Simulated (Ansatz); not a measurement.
**SF (SMILES F[S]) at UBHLYP/cc-pVTZ**

What is the energy change on altering one bond length of SF at UBHLYP/cc-pVTZ? 

The calculation is run with Ansatz 0.2.0.

40 further runs of the same task are left out: 4 that didn't finish, 36 set aside as unsound or not needed.

**1. The system as given**

SF: 2 atoms, total charge 0, spin state doublet. SMILES: `F[S]`. Geometry: relaxed at PBE0-D4/def2-TZVP.

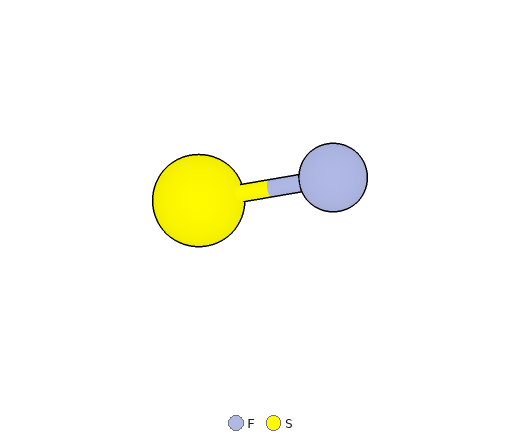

Viewed from a chosen angle; fluorine light blue, sulfur yellow.

**2. The energy at UBHLYP/cc-pVTZ**

molecule.yaml reads:

```yaml
crystal:
  periodic: [false, false, false]
  atoms:
    - symbol: F
      position_ang: [-0.000000, -0.000000, 0.016120]
    - symbol: S
      position_ang: [0.000000, 0.000000, 1.610410]
basis:
  gaussian: {orbitals: cc-pVTZ}
magnetization: {spin_polarized: true, initial_magnetization: 1}
hamiltonian: {xc: {name: BHLYP}}
accuracy: high
output: {orbitals: {seedname: orbitals}}
```

On the command line:

```sh
ansatz run molecule.yaml --threads 1 --pin off --max-ram 3480MiB --events-out events.jsonl --progress --plain --runs-dir runs
```

The log of the run:

```text
Warning: RAYON_NUM_THREADS=1 ignored (pool sized by the plan → 1); use --threads N
Functional definition: BHLYP
  name "BHLYP"
  parameter a = 0.5
  exchange = (1 - a)*b88_x + a*exact_x
  correlation = lyp_c
883 factors; integrals over basis functions are off by at most 3.8e-9 eV
mean field evaluation 1: about -13549.9827 eV, gradient 1.5e1 eV
mean field evaluation 2: about -13549.7941 eV, gradient 1.8e1 eV
mean field evaluation 4: about -13550.6597 eV, gradient 4.8e-1 eV
mean field evaluation 8: about -13550.7171 eV, gradient 7.2e-2 eV
mean field evaluation 16: about -13550.7172 eV, gradient 1.9e-4 eV
mean field -13550.71723021 eV, -497.9796732041 hartree, gradient 6.8e-8 eV, S^2 0.756379; 0 other end points of the search recorded, 0 dependent functions left out
reference -13550.71724621 eV, -497.9796737922 hartree; 13, 12 occupied and 51, 52 virtual orbitals, 883 factors
Total energy: -13550.71724621 eV, -497.9796737922 hartree
```

Run time: 3.9 s. Hardware: 1 thread of Arm Neoverse V1, shared host; peak memory 0.15 GiB.

**3. The distorted shape at the same level**

input.yaml reads:

```yaml
basis:
  gaussian:
    orbitals: cc-pVTZ
crystal:
  periodic: [false, false, false]
  atoms:
    - symbol: F
      position_ang: [-0.000000, -0.000000, -1.896990]
    - symbol: S
      position_ang: [0.000000, 0.000000, 1.610410]
magnetization:
  spin_polarized: true
  initial_magnetization: 1
hamiltonian:
  xc: {name: BHLYP}
accuracy: high
output: {orbitals: {seedname: orbitals}}
```

On the command line:

```sh
ansatz run input.yaml --threads 1 --pin off --max-ram 3480MiB --events-out events.jsonl --progress --plain --runs-dir runs
```

The log of the run (excerpt; [...] marks lines left out):

```text
Warning: RAYON_NUM_THREADS=1 ignored (pool sized by the plan → 1); use --threads N
[... 2 set-up lines as earlier in the session ...]
[...]
722 factors; integrals over basis functions are off by at most 2.8e-9 eV
[...]
mean field -13547.65368070 eV, -497.8670898362 hartree, gradient 5.6e-9 eV, S^2 1.756819; 8 other end points of the search recorded, 0 dependent functions left out
reference -13547.65369833 eV, -497.8670904842 hartree; 13, 12 occupied and 51, 52 virtual orbitals, 722 factors
Total energy: -13547.65369833 eV, -497.8670904842 hartree
```

It took 41 s on 1 thread of Arm Neoverse V1, shared host; peak memory 0.15 GiB.

**4. Summary of results**

Level: UBHLYP/cc-pVTZ.

| quantity | value |
| --- | --- |
| first shape: total energy | -497.97967 Eh |
| first shape: HOMO energy (highest over α and β) | -8.50 eV |
| first shape: LUMO energy (lowest over α and β) | -3.18 eV |
| first shape: ⟨S²⟩ | 0.756 |
| distorted shape: total energy | -497.86709 Eh |
| distorted shape: HOMO energy (highest over α and β) | -8.67 eV |
| distorted shape: LUMO energy (lowest over α and β) | -3.86 eV |
| distorted shape: ⟨S²⟩ | 1.757 |
| energy change with the F1–S2 bond stretched from 1.594 to 3.507 Å | 3.064 eV |

**Reading.** With the F1–S2 bond stretched from 1.594 to 3.507 Å the energy rises by 3.06 eV (296 kJ/mol). The first shape isn't relaxed at this level, so the change isn't measured from a minimum. ⟨S²⟩ (distorted shape) is 1.76 where a pure doublet has 0.75: the reference is spin-contaminated.
